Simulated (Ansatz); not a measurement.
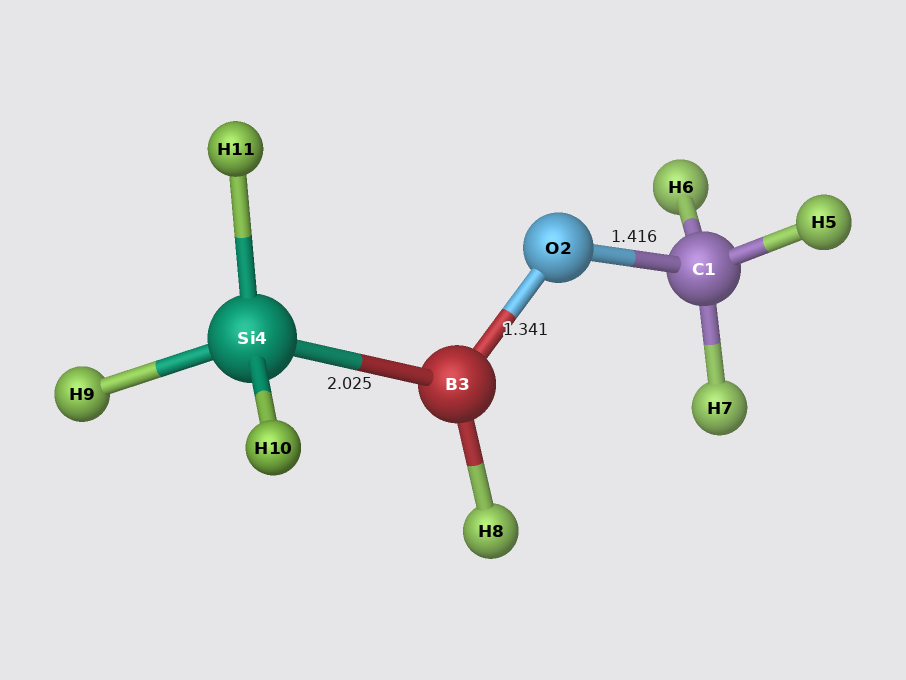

The numbers beside the sticks are distances in Å. Sticks don't show bond order. Computed geometry: PBE0-D4/def2-TZVP optimisation.

Which of the marked bonds are single, double, triple or aromatic?

Answer. C1–O2 single; O2–B3 single; B3–Si4 single.

Give the structure as SMILES.

Answer. COB[SiH3]
